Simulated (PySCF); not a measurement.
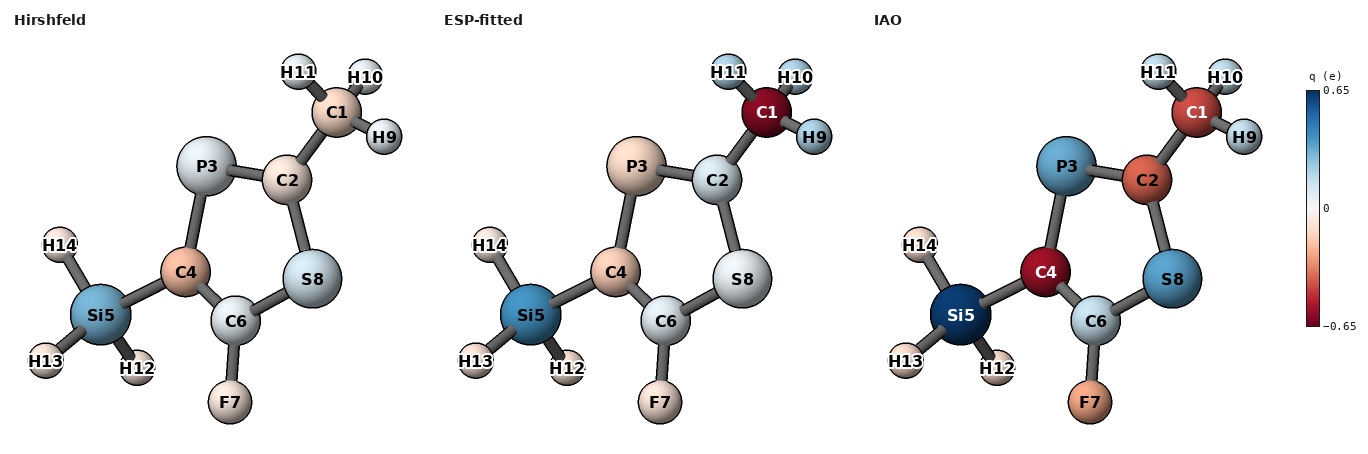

Atomic charges of one calculation by 3 schemes, on one colour scale. The computed structure is the end point of a GFN2-xTB optimisation. No frequency run is at hand to confirm it as a minimum. Level of theory: PBE0/pcSseg-1 (PySCF 2.14.0).

Question: Which scheme gives the most polar picture (largest mean size of the charges)?

Answer: The IAO charges are the largest in size here, and the Hirshfeld charges the smallest.

Question: On which atom do the schemes disagree most?

Answer: On C1 (from −0.59 to −0.12 e); C2 (from −0.38 to 0.10 e).

List the charges (e), one line for each set of equivalent atoms.

| atom | Hirshfeld | ESP-fitted | IAO |
| --- | --- | --- | --- |
| C1 | −0.12 | −0.59 | −0.42 |
| C2 | −0.07 | 0.10 | −0.38 |
| P3 | 0.06 | −0.12 | 0.33 |
| C4 | −0.20 | −0.16 | −0.55 |
| Si5 | 0.30 | 0.39 | 0.62 |
| C6 | 0.05 | 0.07 | 0.15 |
| F7 | −0.07 | −0.09 | −0.25 |
| S8 | 0.12 | 0.04 | 0.35 |
| H9 | 0.05 | 0.20 | 0.15 |
| H10, H11 | 0.05 | 0.20 | 0.17 |
| H12, H13 | −0.07 | −0.09 | −0.11 |
| H14 | −0.07 | −0.07 | −0.11 |

The geometry is semi-empirical. Around P, Si such bond lengths and angles can be off by a tenth of an ångström or more and by several degrees, and values that hang on the shape move with them.
